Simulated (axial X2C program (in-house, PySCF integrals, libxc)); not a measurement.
# A two-component session on CoK: properties at the nuclei

Aim: properties at the nuclei of CoK, with spin–orbit coupling in the Hamiltonian from the start.

Method: two-component X2C with atomic mean-field terms, Co dyall-cv3z, K dyall-cv3z; program: an in-house X2C program for linear molecules on PySCF integrals.

All values are calculated.

## 1. Input

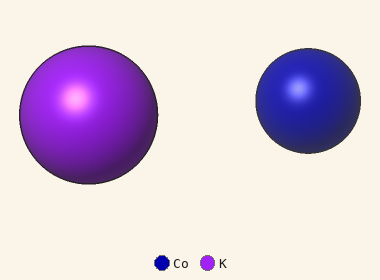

The two atoms at 3.070 Å (cobalt blue, potassium purple).

The input, task.json:

```json
{
 "zs": [
  27,
  19
 ],
 "q": 0,
 "bas": [
  "dyall-cv3z",
  "dyall-cv3z"
 ],
 "r0": 3.07,
 "levels": [
  "PBE0",
  "HF",
  "BHandHLYP",
  "r2SCAN",
  "PBE"
 ],
 "nst": 3
}
```

Keys: zs atomic numbers; q charge; bas basis sets; r0 starting distance in Å; levels methods (HF also brings MP2); nst determinants followed.

Launch:

```sh
python soeom.py task.json out
```

The runs that follow: Expectation values, lowest determinant; Expectation values, a higher determinant; Expectation values, a higher determinant.

What does the calculation give? Wanted: lowest determinant; Eeff magnitude; Ws magnitude Co; A∥/gI Co; qzz Co; higher determinant (for each run or level that gives them).

The runs gave:

| quantity | value |
| --- | --- |
| lowest determinant | Ω = 3 (excess of +ω over −ω: ω = 1/2, ω = 5/2) |
| Eeff magnitude (GV/cm), PBE0 | 0.0337 |
| Ws magnitude Co (kHz), PBE0 | 0.00857 |
| A∥/gI Co (MHz), PBE0 | 429 |
| qzz Co (a.u.), PBE0 | 0.16 |
| higher determinant | Ω = 4 (excess of +ω over −ω: ω = 3/2, ω = 5/2) |
| Eeff magnitude (GV/cm), PBE0, higher determinant | 0.0115 |
| Ws magnitude Co (kHz), PBE0, higher determinant | 0.00544 |
| A∥/gI Co (MHz), PBE0, higher determinant | 415 |
| qzz Co (a.u.), PBE0, higher determinant | -1.06 |
| higher determinant | Ω = 1 (excess of +ω over −ω: ω = -1/2, ω = 3/2) |
| Eeff magnitude (GV/cm), PBE0, higher determinant | 0.0182 |
| Ws magnitude Co (kHz), PBE0, higher determinant | 0.000461 |
| A∥/gI Co (MHz), PBE0, higher determinant | 419 |
| qzz Co (a.u.), PBE0, higher determinant | 2.65 |

**Reading.** In the first state, the effective field runs from 0.00632 to 0.114 GV/cm over the mean-field levels, so the levels don't agree on it. The expectation values come from single determinants, which for open shells can mix terms of unlike spin or miss the lowest Ω, so a determinant need not be a state. Eeff is the effective electric field on the electron dipole moment in this Ω state and Ws the scalar–pseudoscalar constant (defined with the proton number Z and per Ω); A∥ is the parallel hyperfine constant, which follows by multiplying with the nuclear g factor gI = μI/(I μN); qzz is the electric field gradient, eQq0 = 234.96 MHz × Q/barn × qzz; μ is positive if K is the positive end. The operators were transformed with the bare-nucleus X2C matrices.
